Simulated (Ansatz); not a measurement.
# CH₇GaSSi: what the fields show

Input

```
crystal:
  periodic: [false, false, false]
  atoms:
    - {symbol: Si, position_ang: [-0.948215, 1.409929, -0.180070]}
    - {symbol: C, position_ang: [-0.395917, -0.310882, 0.268236]}
    - {symbol: S, position_ang: [0.897121, -0.264520, 1.577611]}
    - {symbol: Ga, position_ang: [1.028767, -1.132474, -0.848591]}
    - {symbol: H, position_ang: [-1.835286, 1.316518, -1.369591]}
    - {symbol: H, position_ang: [-1.690100, 2.079599, 0.924385]}
    - {symbol: H, position_ang: [0.242377, 2.236218, -0.513038]}
    - {symbol: H, position_ang: [-1.228938, -0.932793, 0.592334]}
    - {symbol: H, position_ang: [0.814109, -1.547305, 1.973586]}
    - {symbol: H, position_ang: [1.916289, -0.171173, -1.699309]}
    - {symbol: H, position_ang: [1.199793, -2.683117, -0.725573]}
basis:
  gaussian: {orbitals: def2-TZVPP}
hamiltonian: {xc: pbe0, dispersion: d4}
output: {orbitals: {seedname: orbitals}}
```

Launched as:

```sh
ansatz run in.yaml --threads 4 --pin off --events-out ev --progress --plain --max-ram 10444MiB
```

Geometry: PBE0-D4/def2-TZVP.

Method: RKS PBE0-D4/def2-TZVPP in Ansatz.

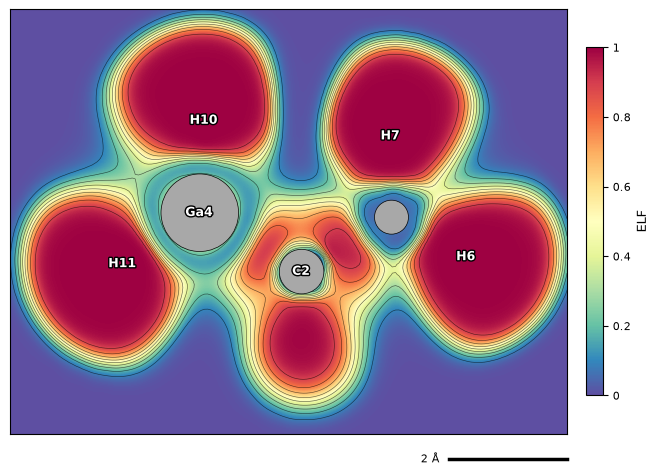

Figure 1. ELF on the plane of atoms C2, Ga4 and H10. Grey discs cover the atomic cores.

Q: Read the bonding off the picture.

A: The section cuts through C, Ga and H sites.
C–Ga (1.99 Å): the ELF peaks at about 0.90 in the valence shell of C, 0.7 Å from its nucleus, and is about 0.50 at the midpoint.

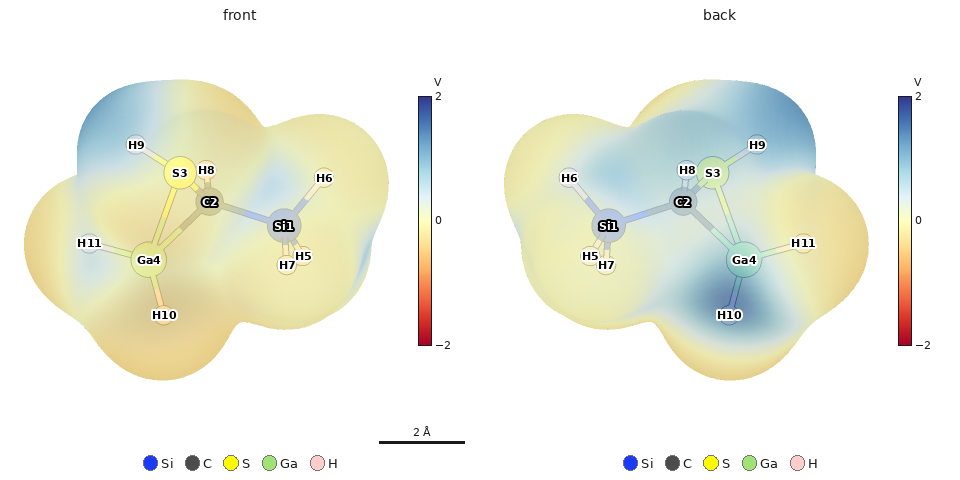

Figure 2. The molecular electrostatic potential painted on the density surface at 0.001 e/bohr³, seen from the front and from behind; the colour scale runs from red (negative) to blue (positive).

Q: Which sites attract a positive test charge, and which a negative one?

A: A positive charge is drawn to the negative regions and a negative charge to the positive ones. The most negative region (about −0.4 V) lies over H10, the most positive (about +1.5 V) over Ga4.

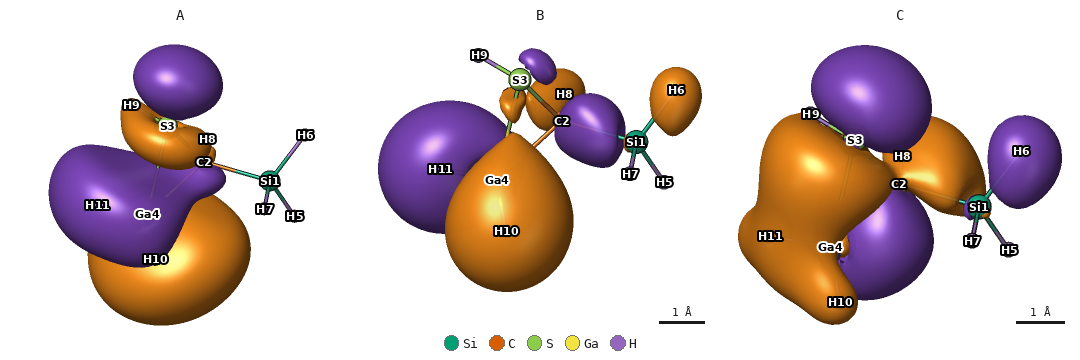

Figure 3. Three frontier orbitals at ±0.06 Å⁻³ᐟ² (orange and purple are the two phases), in no order.

Q: Order the three orbitals by energy and name them.

A: B is the HOMO−1 (−8.42 eV). By Hirshfeld shares it lies mainly on Ga4 (about 35 %), H11 (about 30 %) and H10 (about 25 %). C is the HOMO (−6.98 eV). Its weight (Hirshfeld) is mainly on S3 (about 40 %), C2 (about 25 %) and Ga4 (about 20 %); π-antibonding (π*) across S3–C2. A is the LUMO (−0.73 eV). It lies mainly on Ga4 (about 65 %) and S3 (about 15 %).

Q: What is the HOMO–LUMO gap?

A: 6.25 eV between the orbital energies.
